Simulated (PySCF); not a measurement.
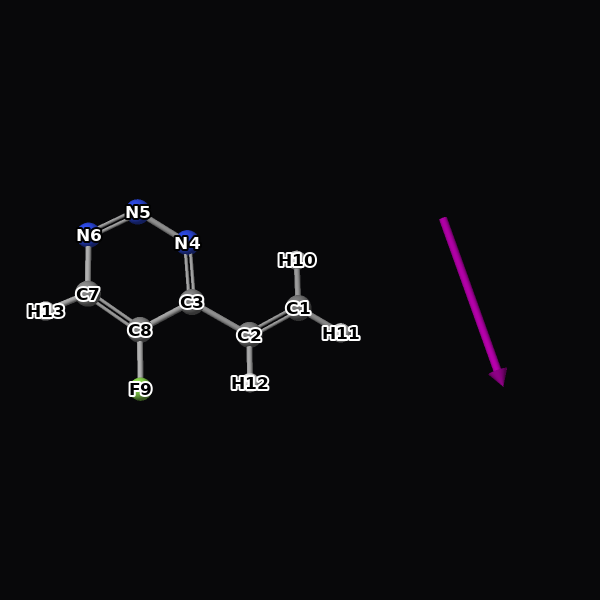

The arrow beside the molecule shows the direction of the dipole moment, from the negative to the positive end (its length means nothing). The geometry was computed by an optimisation with GFN2-xTB. No frequency run is at hand to confirm it as a minimum. Method: PBE0/pcSseg-1, gas phase (PySCF 2.14.0).

Estimate the dipole moment.

3.76 D; it points from the side of N5 to the side of H12 (the outermost atoms at the two ends).
